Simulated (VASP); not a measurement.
Band structure of In (relaxed from the bcc structure, space group Im-3m). These are PBEsol GGA with spin-orbit coupling, VASP's PBE PAW potentials (set 64) (plane waves; VASP) values and carry that method's errors.

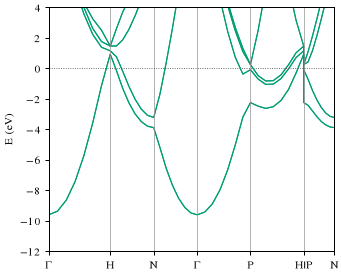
Figure: Bands along high-symmetry lines, zero at the valence-band maximum or, without a gap, the Fermi level

**Question.** Read the plot: is there a gap, and where are the band edges?

**Answer.** It has no gap at this level: it comes out as a metal or semimetal.

The structure was generated: In was put into the bcc type (Im-3m), which need not be its known phase. It was relaxed first.
